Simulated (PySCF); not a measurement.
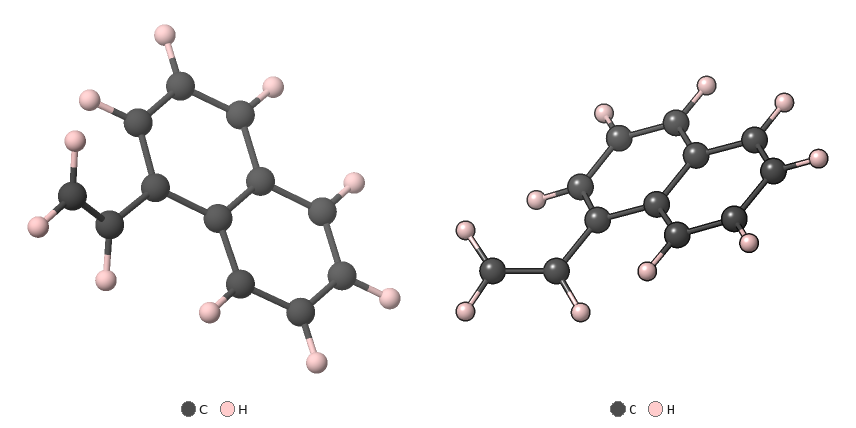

Both panels show the same species.

The geometry was computed by an optimisation with PBE0-D3(BJ)/def2-SVP. No frequency run is at hand to confirm it as a minimum.

Description:

It has 22 atoms: 12 carbon and 10 hydrogen (C12H10). As SMILES it reads `C=Cc1cccc2ccccc12`. Independent rings (smallest set): 2 of 6 members, 2 of them aromatic. Among its groups: alkene. This geometry has C1 symmetry. Coordination: 12 C trigonal planar.

More results for the same structure follow; atom numbers are the same in all pictures, views and colours differ.

Shape

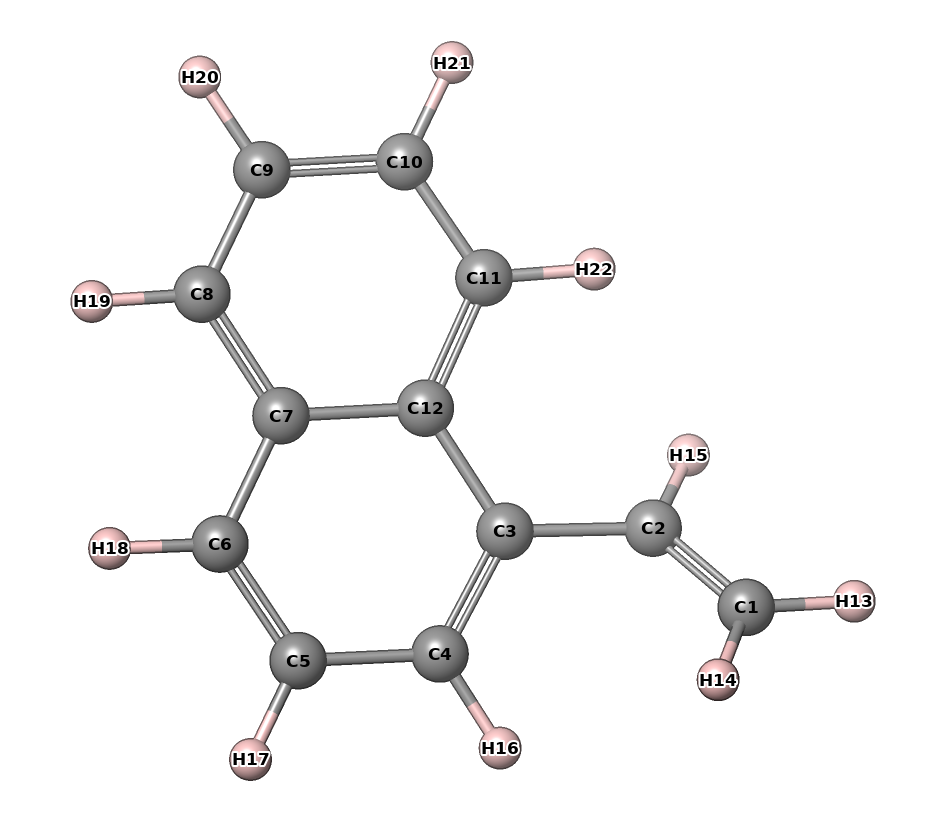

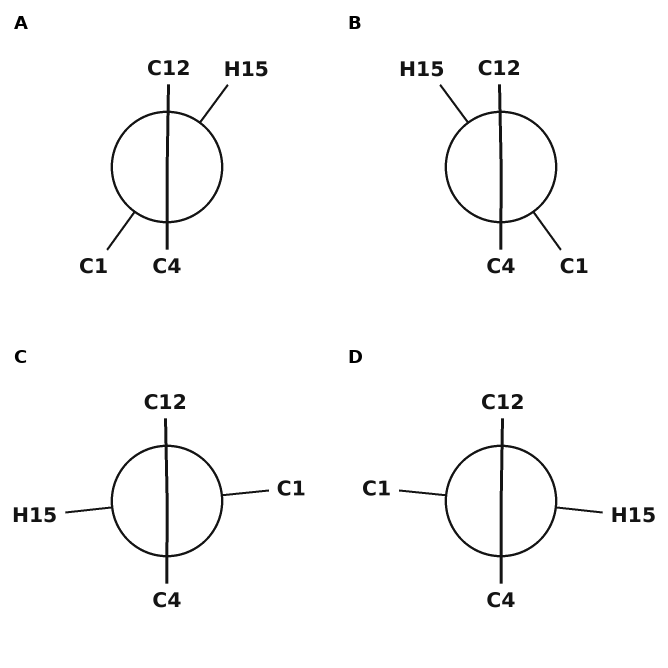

Depth is shown by fading: the farther an atom, the more it takes the colour of the background. Bonds that would overlap in a projection are set slightly apart. No frequency run is at hand to confirm it as a minimum.

Which Newman projection shows the view along C3–C2, with C3 in front?

B. The torsion angle C4–C3–C2–C1 is −36°, synclinal (gauche).

Ring current

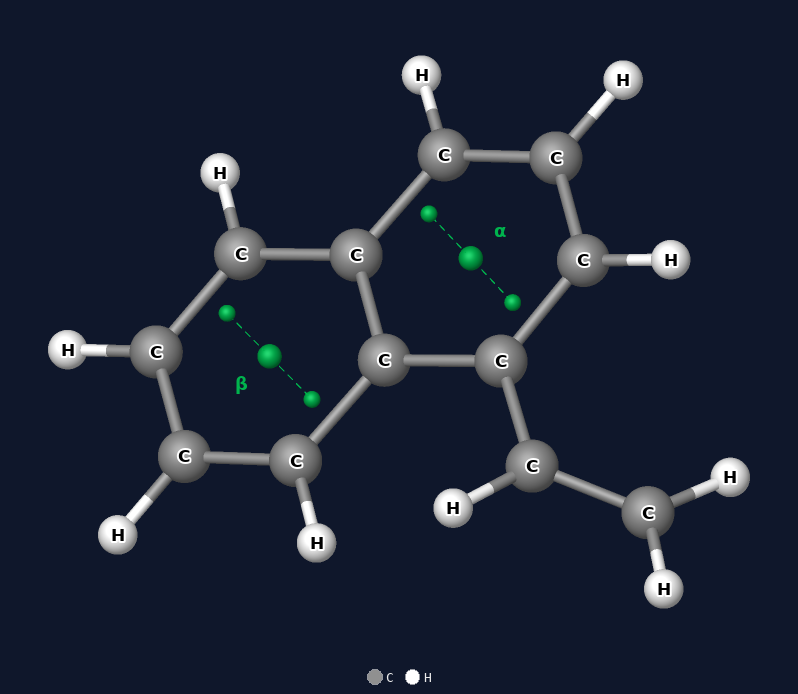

The small points mark where nucleus-independent chemical shifts (NICS) were computed: at the centre of each lettered ring and 1 Å above and below it. No frequency run is at hand to confirm it as a minimum. Method: GIAO PBE0/pcSseg-1 NMR shielding, non-relativistic, gas phase (PySCF 2.14.0).

Give NICS(0), NICS(1) and the out-of-plane component NICS(1)zz for each ring (means of the two sides).

```csv
ring,members,NICS(0),NICS(1),NICS(1)zz
α,C6,−8.5,−11.3,−27.4
β,C6,−8.9,−11.8,−29.1
```

Values in ppm.

What do the values say about the ring currents?

Ring α: diatropic, as in an aromatic ring. Ring β: diatropic, as in an aromatic ring. NICS is one index among several.

Polarisability

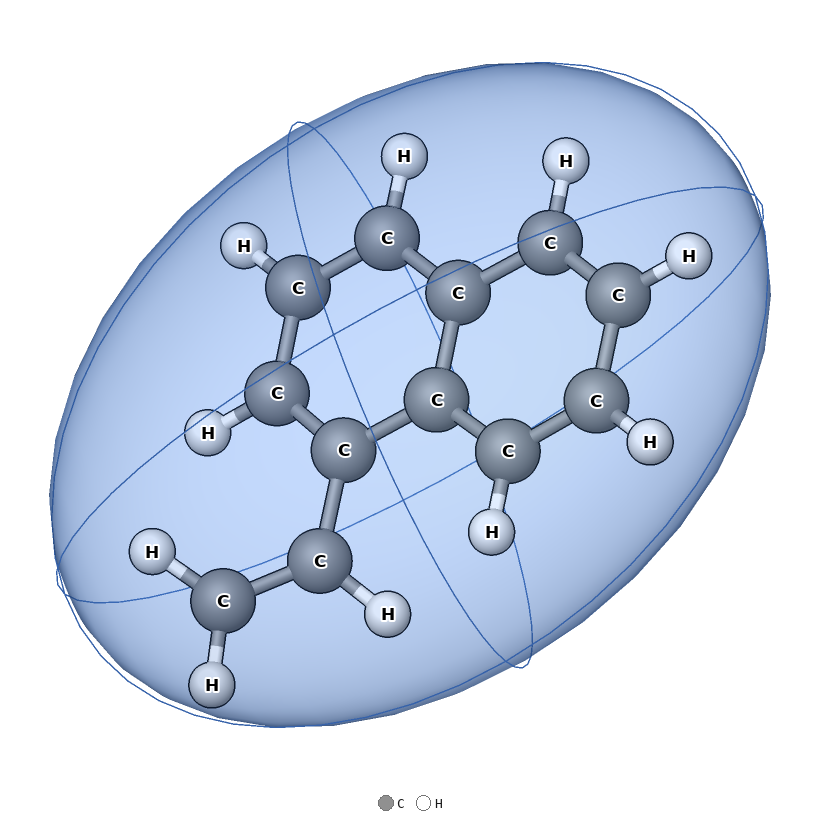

The ellipsoid shows the static dipole polarisability: its half-axes are proportional to the principal values. No frequency run is at hand to confirm it as a minimum. Computed with CAM-B3LYP/def2-SVPD (PySCF 2.14.0).

Give the principal values, the mean and the anisotropy.

Principal values 77.5, 160.3, 197.6 bohr³; mean 145.2 bohr³ (21.51 Å³); anisotropy 106.5 bohr³, so the longest axis is 2.55 times the shortest.

NMR shielding

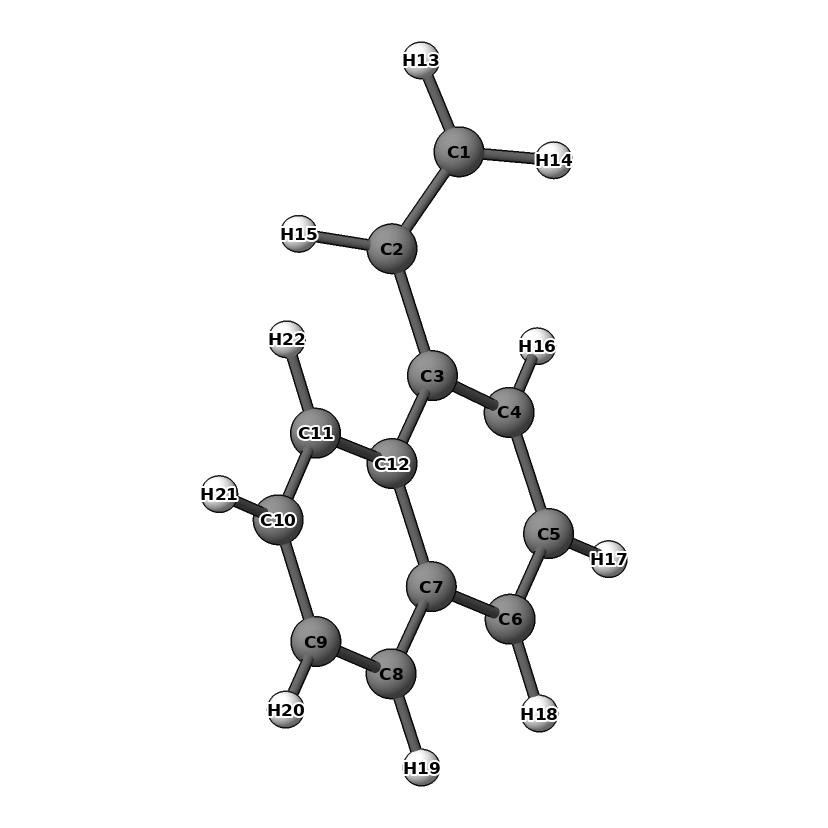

The questions are on isotropic NMR shieldings of the C atoms. No frequency run is at hand to confirm it as a minimum. Properties computed with GIAO B3LYP/pcSseg-1 NMR shielding, non-relativistic, gas phase (PySCF 2.14.0).

Give the isotropic NMR shieldings of the C atoms atom by atom.

```json
{"atom": "C1", "σ (ppm)": "55.9"}
{"atom": "C2", "σ (ppm)": "34.1"}
{"atom": "C3", "σ (ppm)": "36.8"}
{"atom": "C4", "σ (ppm)": "49.3"}
{"atom": "C5", "σ (ppm)": "47.9"}
{"atom": "C6", "σ (ppm)": "44.5"}
{"atom": "C7", "σ (ppm)": "40.8"}
{"atom": "C8", "σ (ppm)": "44.4"}
{"atom": "C9", "σ (ppm)": "47.6"}
{"atom": "C10", "σ (ppm)": "47.5"}
{"atom": "C11", "σ (ppm)": "49.8"}
{"atom": "C12", "σ (ppm)": "43.3"}
```

Excitation

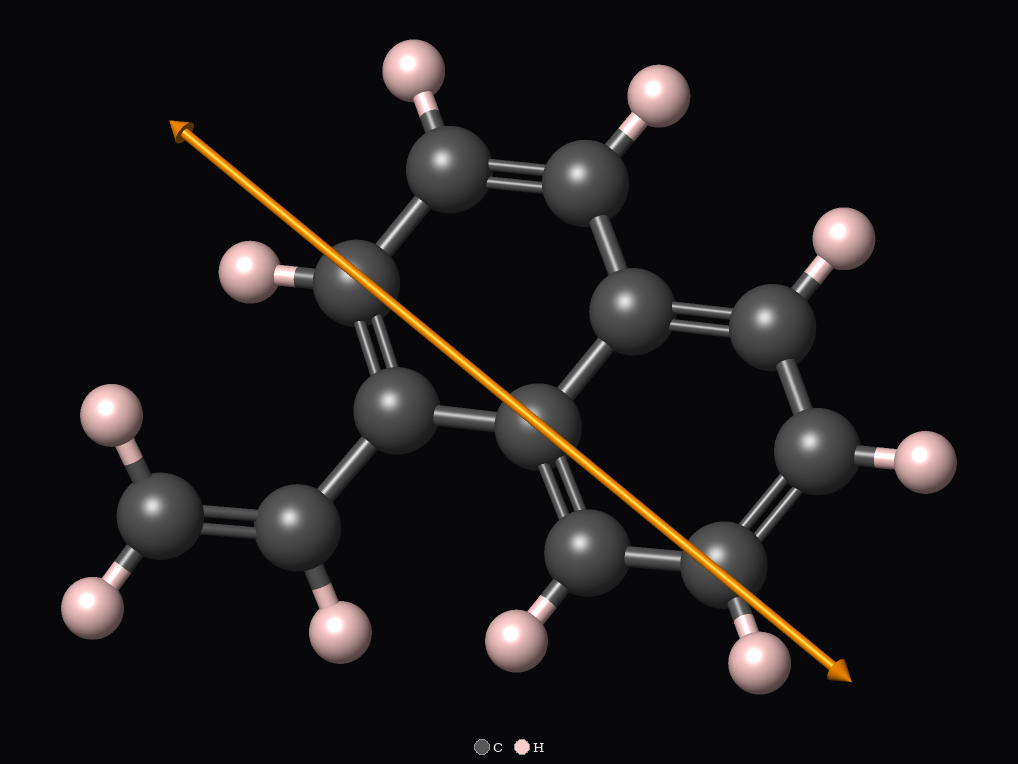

The double arrow shows the direction of the transition dipole to excited singlet state 5 (its length means nothing). No frequency run is at hand to confirm it as a minimum. Properties computed with TDDFT CAM-B3LYP/def2-SVPD, vertical, gas phase, core orbitals frozen in the response (PySCF 2.14.0).

Where does the transition lie, and how strong is it?

5.84 eV (212 nm), oscillator strength 0.84, of mixed character, with the largest part HOMO−1 → LUMO (weight 0.46); transition dipole 6.15 D.
